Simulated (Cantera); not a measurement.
Input: 1 mol trisilylamine, 9.4 mol N2, at 36.0 Pa.

Equilibrium computed with Cantera from the NASA thermochemical tables; the gas is ideal and each condensed phase is pure. Candidate condensed phases: Si, Si3N4; 18 gas species. The feed counts by its element totals alone. The tables' values for SiN are old estimates; treat these amounts as uncertain. Gases not in the tables: Si2H6 and higher silanes. Kinetics and transport are ignored.

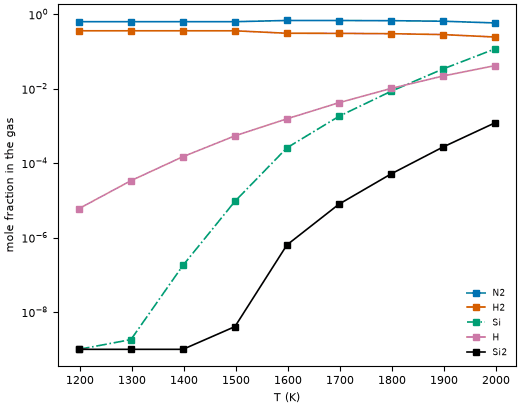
*Equilibrium gas composition (values under 1e-9 drawn at 1e-9)*

Problem. Read off the mole fractions at 1498 K.

Solution. N2 about 0.64, H2 about 0.36, H about 0.00055, Si about 9.5e-6.
